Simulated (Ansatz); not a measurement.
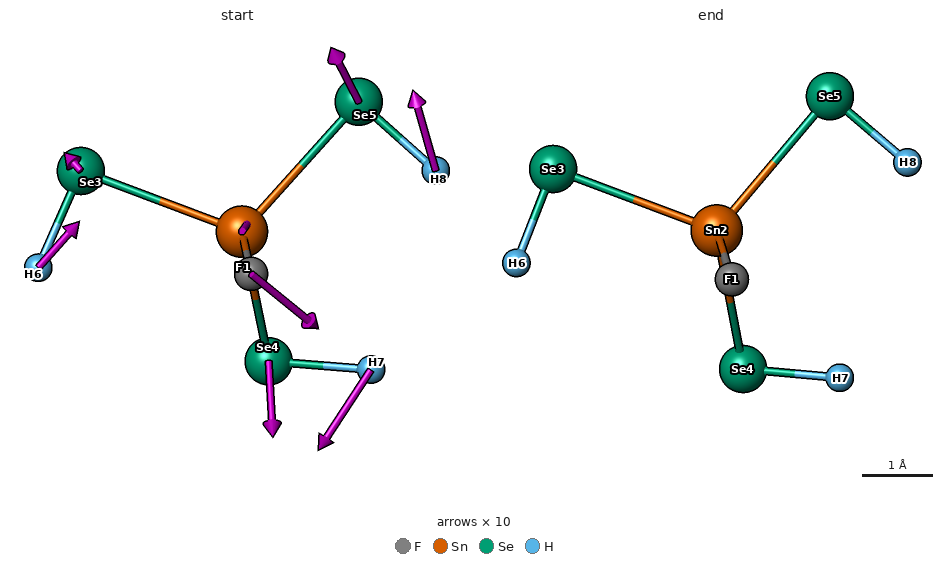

The structure of SnH3Se3F (coarse preliminary run) before (left) and after (right) a relaxation, at one scale. The purple arrows give the displacements, 10 times their true length.

The picture is a ball-and-stick view, seen at a tilt.

The start comes from a force field.

These are results of RKS PBE-D4/def2-SVP in Ansatz, not measurements.

Input
```yaml
crystal:
  periodic: [false, false, false]
  atoms:
    - {symbol: F, position_ang: [-0.904200, -0.014900, 1.907400]}
    - {symbol: Sn, position_ang: [0.139100, -0.165000, 0.301800]}
    - {symbol: Se, position_ang: [2.571500, -0.251400, 0.952700]}
    - {symbol: Se, position_ang: [-0.174400, 1.839900, -1.246100]}
    - {symbol: Se, position_ang: [-0.492100, -2.319200, -0.931200]}
    - {symbol: H, position_ang: [2.510700, 1.180200, 1.550900]}
    - {symbol: H, position_ang: [-1.691000, 1.418700, -1.416100]}
    - {symbol: H, position_ang: [-1.867400, -1.745300, -1.175200]}
basis:
  gaussian: {orbitals: def2-SVP}
hamiltonian: {xc: pbe, dispersion: d4}
relax: {f_tol: 0.03, max_steps: 200}
```

Launched with:
```bash
ansatz run in.yaml --threads 4 --pin off --events-out ev --progress --plain --max-ram 11315MiB
```

Describe what moved and what it gained.

Answer. After 3 geometry steps the energy has fallen by 4.55 kcal/mol. The largest force component goes from 1.6 to 0.029 eV/Å. The largest move after the best rigid fit is that of F1, 0.15 Å. By element the largest moves are F 0.15 Å, H 0.14 Å, Se 0.12 Å, Sn 0.09 Å. Among the contacts that change: Se4–H7 1.583 → 1.488 Å, Se3–H6 1.553 → 1.488 Å, F1–Sn2 1.921 → 1.968 Å, Sn2–Se3 2.519 → 2.548 Å. Among the angles between lasting bonds that change: F1–Sn2–Se4 112.3° → 105.0°, Se4–Sn2–Se5 109.8° → 116.6°, F1–Sn2–Se5 109.5° → 106.6°. The run took 12 s on 4 threads of Arm Neoverse V2, with other jobs on the host.
